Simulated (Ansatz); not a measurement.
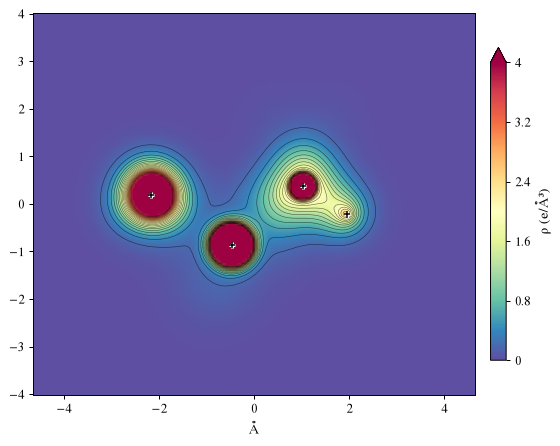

The total electron density on a plane through atoms (crosses mark nuclei in the plane).

Level of theory: isolated molecule in a Gaussian basis; Kohn-Sham density functional theory, functional PBE0 in Ansatz 0.2.0.

Candidates:
A. C2H7AlCl2O (SMILES C[CH2][Al-]([OH2+])([Cl])[Cl])
B. C2H6GaNO3 (SMILES CC#[N+][Ga-]([OH])([OH])[OH])
C. Cl3F2HOW (SMILES [OH][W]([F])([F])([Cl])([Cl])[Cl])

Which candidate gave the map?

Candidate A: C2H7AlCl2O on the plane of atoms Al3, C2 and H10, which holds C, Al, O and H. C–Al (1.94 Å): ρ is about 0.76 e/Å³ halfway. Al–O (1.99 Å): the density is about 0.44 e/Å³ at the midpoint.
